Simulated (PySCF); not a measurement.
F₆Si₆ (Si6F6 prismane)

```yaml
atoms:
  - { symbol: Si, position_ang: [-0.7601, 1.5452, -0.5858] }
  - { symbol: F, position_ang: [-1.5061, 2.9087, -1.0633] }
  - { symbol: Si, position_ang: [0.4055, -0.1951, -1.7695] }
  - { symbol: F, position_ang: [0.7668, -0.4205, -3.3392] }
  - { symbol: Si, position_ang: [1.5148, 1.0172, -0.0097] }
  - { symbol: F, position_ang: [2.8782, 1.9032, 0.0070] }
  - { symbol: Si, position_ang: [0.7621, -0.5719, 1.5769] }
  - { symbol: F, position_ang: [1.4775, -1.0467, 2.9579] }
  - { symbol: Si, position_ang: [-1.5150, -0.0469, 1.0024] }
  - { symbol: F, position_ang: [-2.8988, -0.0259, 1.8560] }
  - { symbol: Si, position_ang: [-0.3515, -1.7839, -0.1836] }
  - { symbol: F, position_ang: [-0.6579, -3.3662, -0.3980] }
```

Geometry: PBE0-D3(BJ)/def2-SVP.

All numbers below come from PBE0/pcSseg-1, SCF density, gas phase, non-relativistic in PySCF 2.14.0.

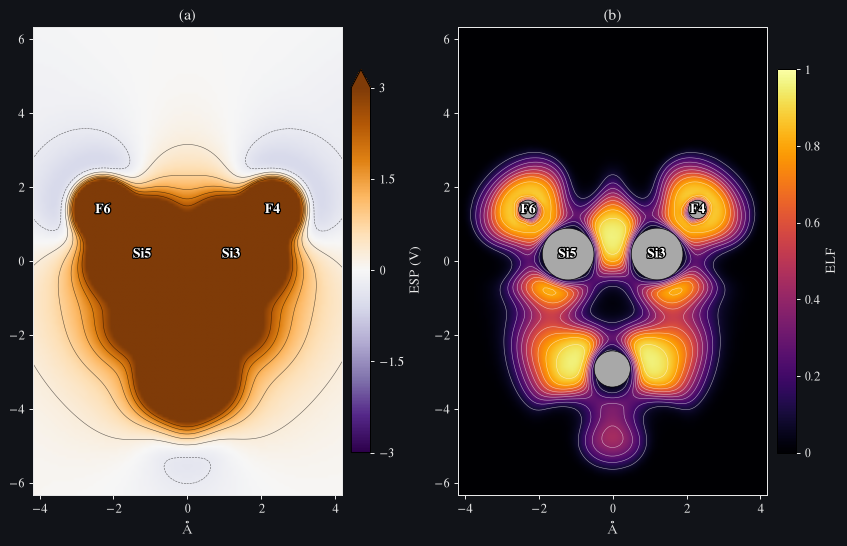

Figure 1. (a) electrostatic potential; (b) ELF on the plane of atoms Si3, Si5 and F6. Grey discs cover the atomic cores in the ELF map.

Question: Read the bonding off the picture.

Answer: The section cuts through Si and F sites.
Si–F (1.63 Å): the ELF peaks at about 0.85 in the valence shell of F, 0.6 Å from its nucleus, and is about 0.50 at the midpoint.
Si–Si (2.41 Å): the ELF peaks at about 0.90 between the atoms: localised, covalent bonding.
The ELF also peaks beside F6 and F4, away from the bonds: lone-pair regions.
Outside the dense part of the molecule the potential is most negative (−0.6 V) near F4 and F6.

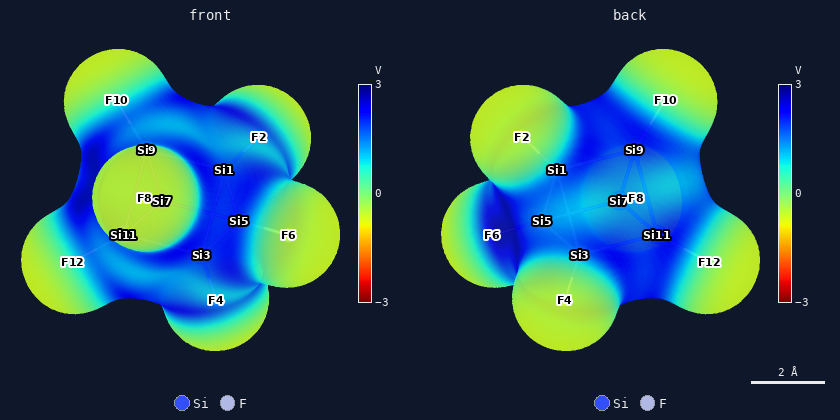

Figure 2. The molecular electrostatic potential painted on the density surface at 0.004 e/bohr³, seen from the front and from behind; the colour scale runs from red (negative) to blue (positive).

Question: Which sites attract a positive test charge, and which a negative one?

Answer: A positive charge is drawn to the negative regions and a negative charge to the positive ones. The most negative region (about −0.6 V) lies over the F atoms, the most positive (about +2.7 V) over the Si atoms.

Question: What dipole moment does the calculation give?

Answer: Its dipole moment is zero.
